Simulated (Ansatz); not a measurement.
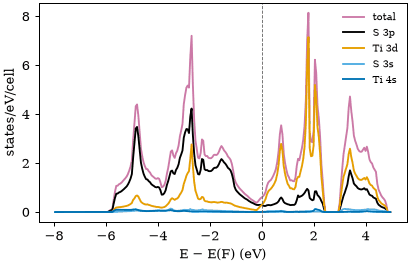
Figure: Total and projected density of states of TiS₂ (CdI2 type, P-3m1), LDA (plane waves, PAW; program Ansatz)

Which orbitals carry the states next to the Fermi level?

Within 0.5 eV of the Fermi level: Ti 3d 56 %, S 3p 39 %. Projections are on Löwdin-orthogonalised atomic valence shells; empty p or d shells of many metals are not among them.

Where is the tallest occupied peak in this window, and what makes it?

Near -2.7 eV, about 7.2 states/eV per cell; the largest projected share is S 3p.

The cell was relaxed with LDA under the symmetry of its start; phonons on a q-mesh show no instability. No spin polarisation was allowed. A crystal of weakly bound layers computed without a dispersion correction: the cell and the soft elastic constants depend strongly on that.

Potentials: the later of the program's two PAW sets.
